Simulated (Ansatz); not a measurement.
**CH4OSi: ladder of methods at one geometry, by script**

How do the methods compare on CH4OSi, in result and in cost? Wanted for CH4OSi: a ladder of methods at one geometry. SMILES: C1O[SiH2]1.

Computed with Ansatz 0.2.0, driven from Python. The levels of theory stand in the script.

## (1) Starting point

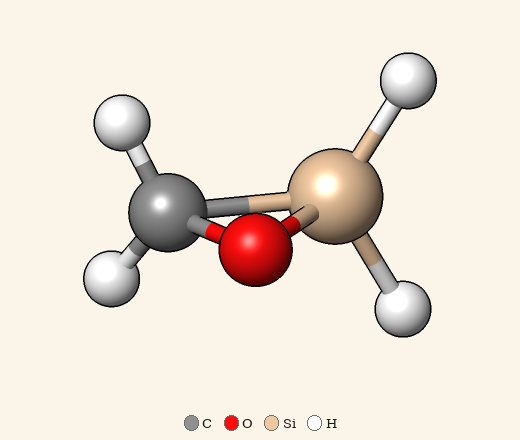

The starting structure, viewed from a chosen angle; carbon grey, oxygen red, silicon light orange, hydrogen white.

No structure file is read: the coordinates are typed or built in the script.

## (2) The script

run_methods.py

```python
# -*- coding: utf-8 -*-
"""One geometry of CH4OSi, method by method."""

from pathlib import Path
import warnings

import ansatz
from ase import Atoms
import numpy as np

BASIS_SET = "def2-SVP"

warnings.simplefilter("ignore", ansatz.DeckWarning)

atoms = Atoms(["C", "O", "Si", "H", "H", "H", "H"], positions=[
    (-0.5468, -0.4247, -0.6651),
    (-0.0021, -1.0952, 0.4002),
    (0.4765, 0.4741, 0.521),
    (-1.5731, -0.1327, -0.6177),
    (-0.1933, -0.5313, -1.6873),
    (-0.0906, 1.0971, 1.7457),
    (1.9905, 0.5448, 0.2575),
])
molecule = ansatz.Crystal.molecule_from_ase(atoms)

calculation = molecule.calculation().basis(gaussian=BASIS_SET)

print("functional    E (Ha)        dipole (D)   HOMO (eV)  LUMO (eV)")
for name in ["lc_wpbe", "b3lyp", "cam_b3lyp", "pbe"]:
    r = calculation.functional(name).forces().orbitals().run(runs_dir="runs").report
    lines = Path(r["orbitals_path"]).read_text().splitlines()
    field_of = lambda key: [line.split("=")[1].strip() for line in lines if line.startswith(key)]
    orbitals = [(27.211386 * float(e), s, float(n)) for e, s, n in zip(field_of("Ene="), field_of("Spin="), field_of("Occup="))]
    homo = max(e for e, _, n in orbitals if n > 0.5)
    lumo = min(e for e, _, n in orbitals if n < 0.5)
    dipole = 4.803205 * np.linalg.norm(r["charge_distribution"]["dipole_moment_e_ang"])
    print(f"{name:10s} {r['free_energy_ev'] / 27.211386246:14.6f} {dipole:9.3f} {homo:11.3f} {lumo:10.3f}")
```

## (3) The calls as engine input

The engine receives this input (first run):

```yaml
crystal:
  periodic: [false, false, false]
  atoms:
    - { symbol: C, position_ang: [-0.5468, -0.4247, -0.6651] }
    - { symbol: O, position_ang: [-0.0021, -1.0952, 0.4002] }
    - { symbol: Si, position_ang: [0.4765, 0.4741, 0.521] }
    - { symbol: H, position_ang: [-1.5731, -0.1327, -0.6177] }
    - { symbol: H, position_ang: [-0.1933, -0.5313, -1.6873] }
    - { symbol: H, position_ang: [-0.0906, 1.0971, 1.7457] }
    - { symbol: H, position_ang: [1.9905, 0.5448, 0.2575] }
basis:
  gaussian:
    orbitals: def2-SVP
hamiltonian:
  xc: lc_wpbe
output:
  orbitals: {}
  forces: true
```

## (4) The run

Launch:

```bash
$ python run_methods.py
```

Output:

```text
functional    E (Ha)        dipole (D)   HOMO (eV)  LUMO (eV)
lc_wpbe       -404.832687     2.121      -9.805      1.776
b3lyp         -405.015597     1.897      -6.900     -0.644
cam_b3lyp     -404.948485     2.038      -8.441      0.660
pbe           -404.710401     1.651      -5.928     -1.274
```

Run time: 3.7 s. Hardware: 1 thread of Intel Xeon 6975P-C (Granite Rapids), shared host; peak memory 0.21 GiB.

## (5) What changed from run to run

The engine's inputs for the other runs:

Run 2, against run 1:

```diff
@@ -15 +15 @@
-  xc: lc_wpbe
+  xc: b3lyp
```

Run 3, against run 1:

```diff
@@ -15 +15 @@
-  xc: lc_wpbe
+  xc: cam_b3lyp
```

Run 4, against run 1:

```diff
@@ -15 +15 @@
-  xc: lc_wpbe
+  xc: pbe
```

Lines on the test bed's own set-up are left out of the output.

A comment line of the script is reworded here; the code is as run.

## (6) The runs side by side

One row for each of the 4 runs:

| run | functional | energy (eV) | SCF cycles | CPU time (s) |
| --- | --- | --- | --- | --- |
| 1 | lc_wpbe | -11016.0586 | 17 | 0.89 |
| 2 | b3lyp | -11021.0358 | 13 | 0.8 |
| 3 | cam_b3lyp | -11019.2096 | 16 | 0.99 |
| 4 | pbe | -11012.7310 | 17 | 0.64 |

Totals under unlike functionals or potentials can't be compared directly.

The fields below are those of run 1.

## (7) Orbitals and fields

Orbitals, density, ELF and potential are computed afterwards from the orbital file.

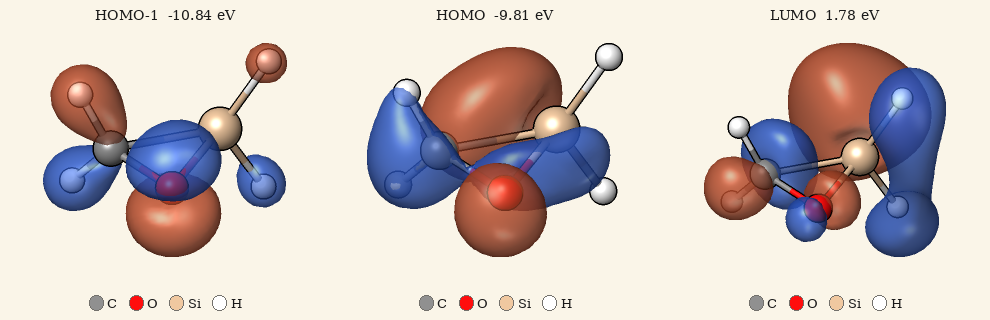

LC-ωPBE/def2-SVP orbitals near the gap, drawn at the value that encloses 70 % of each; the two colours are the two signs.

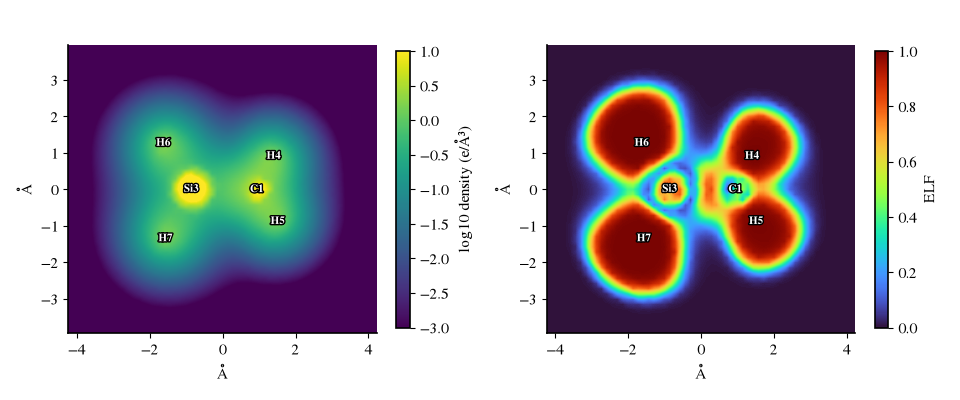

Density (left) and ELF (right) in a plane through or near 6 of the atoms.

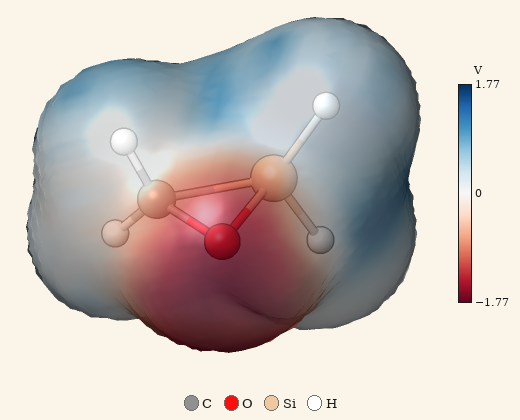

The potential that a unit positive charge feels on the 0.002 e/bohr³ surface, from the 1st to the 99th percentile, from -1.69 V near O2 to 1.77 V near Si3.

## (8) Outcome

```
                                          quantity     value
                                     runs compared         4
HOMO-LUMO gap of the mean field (LC-ωPBE/def2-SVP)  11.58 eV
```

In words: All 4 runs converged, in 13 to 17 cycles. What to keep in mind:
- The geometry is a force-field or estimated start, not a minimum of this method, and the basis set is short of its limit. A lower total doesn't mark the better method: functionals have no common bound, and MP2 and coupled cluster aren't variational.
- b3lyp holds the VWN-RPA fit, as in Gaussian; the form of ORCA and Turbomole is b3lyp5.
- Levels such as HOMO and LUMO are orbital energies: with these approximate functionals they aren't the ionisation energy and electron affinity, and their gap isn't the fundamental gap.
